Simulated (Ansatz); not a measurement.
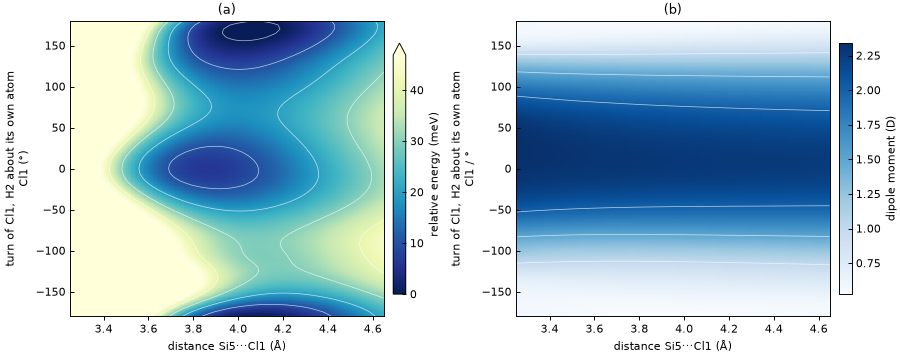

The pair ClH···CH₆OSi. 
- The turn is about an axis along (−0.05, −0.96, −0.28) in the frame of the relaxed pair, normal to the line between the partners.
- Coordinates scanned: (1) distance Si5···Cl1; (2) turn of Cl1, H2 about its own atom Cl1.
- The grid has 15 × 15 points.
- Points are written as (first, second).
- Energies are in meV, from the lowest grid point.
- All numbers below come from RKS PBE0-D4/def2-SVPD in Ansatz.

Panel (a) is the energy and panel (b) the computed dipole moment on the same grid.

The picture shows a smooth colour map with a few white contour lines, one colour for all values above the top of the scale. Between grid points the surface is interpolated.

> How does the dipole moment vary over the map, and what is it at the lowest grid point?

Leaving out the highest fifth of the energies, it runs from 0.53 D at (3.888 Å, −180°) to 2.34 D at (3.249 Å, 12°). At the lowest grid point, (4.003 Å, 156°), it is 0.71 D.
